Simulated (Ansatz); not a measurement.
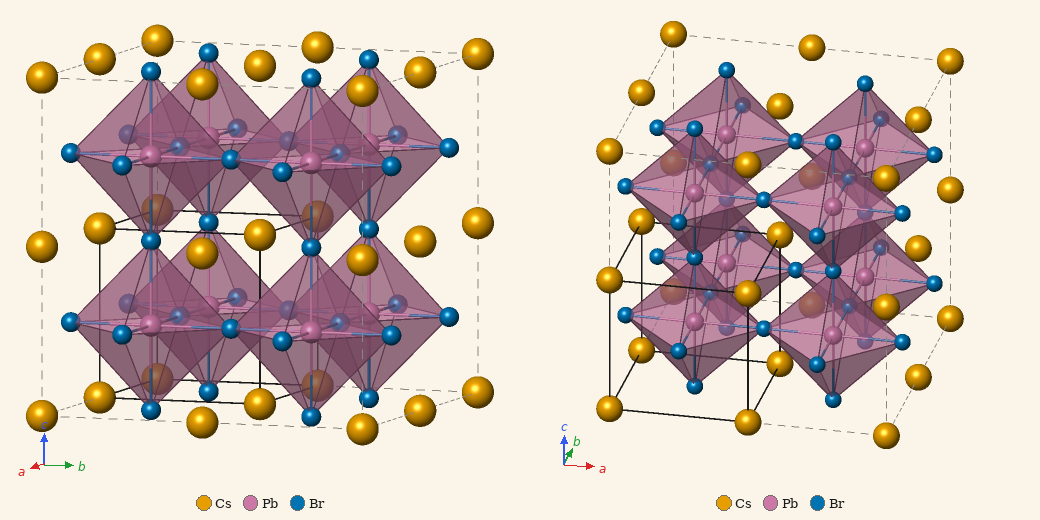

Polyhedra are drawn about Pb (bonds: Br–Pb below 3.3 Å); other atoms are plain spheres. Two views of the same piece.

The compound is CsPbBr₃ (space group Pm-3m, No. 221), taken as a calculation's input that goes back to an entry of the Crystallography Open Database (an earlier step may have relaxed or displaced it).

Sharing among the drawn polyhedra:

```tsv
site	polyhedron	corner-sharing neighbours	edge-sharing	face-sharing	bond (Å)
Pb	PbBr6 octahedron	6	0	0	2.94
```

They form a three-dimensional framework of corner-sharing octahedra.
